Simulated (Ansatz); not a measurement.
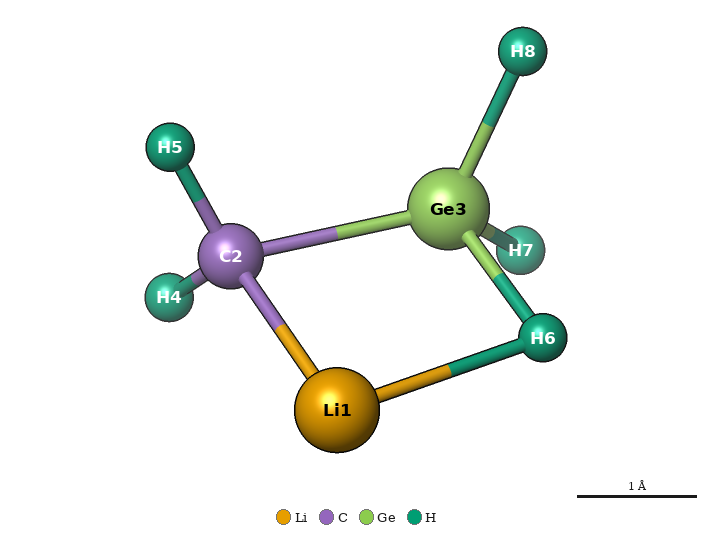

Orthographic view. Depth is shown by fading: the farther an atom, the more it takes the colour of the background. The geometry was computed by an optimisation with PBE-D4/def2-SVP. No frequency run is at hand to confirm it as a minimum.

Give the geometry as a Z-matrix, atoms in numerical order, with these reference atoms: 2 to 1; 3 to 2, 1; 4 to 2, 3, 1; 5 to 2, 4, 3; 6 to 3, 2, 5; 7 to 3, 6, 1; 8 to 3, 7, 6.

```
Li 
C    1   1.989
Ge   2   1.930   1    80.6
H    2   1.112   3   109.5   1  -119.2
H    2   1.111   4   107.6   3   119.0
H    3   1.649   2   101.5   5   124.7
H    3   1.560   6   100.1   1  -126.7
H    3   1.559   7   109.3   6   104.8
```
